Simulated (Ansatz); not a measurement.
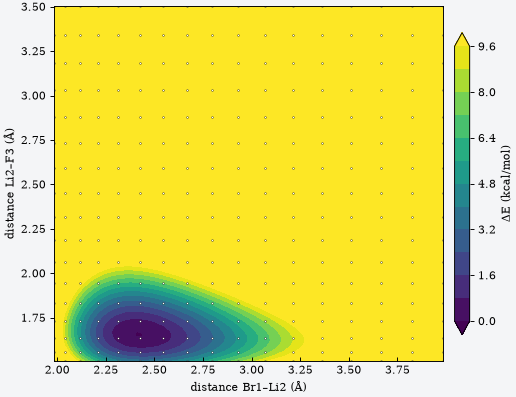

The system Br⁻ + LiF. First axis: distance Br1–Li2. Second axis: distance Li2–F3. Nothing is relaxed (the angle Br1–Li2–F3 is fixed at 120 degrees). The grid has 17 × 17 points. All energies are given in kcal/mol relative to the lowest grid point. All numbers below come from RKS PBE0-D4/def2-SVPD in Ansatz 0.2.0.

The picture shows filled contours, dots at the grid points, one colour for all values above the top of the scale. Between grid points the surface is interpolated.

Q: Where is the minimum, and how stiff is the well along each coordinate?

A: The interpolated minimum is at distance Br1–Li2 ≈ 2.419 Å, distance Li2–F3 ≈ 1.656 Å. The curvatures there are about 3.1 eV/Å² and 10 eV/Å², with a cross term of about 0.5 eV/Å². Round the minimum the two coordinates are weakly coupled (coupling 0.09 in units of the two stiffnesses). (1 eV is 23.1 kcal/mol.)
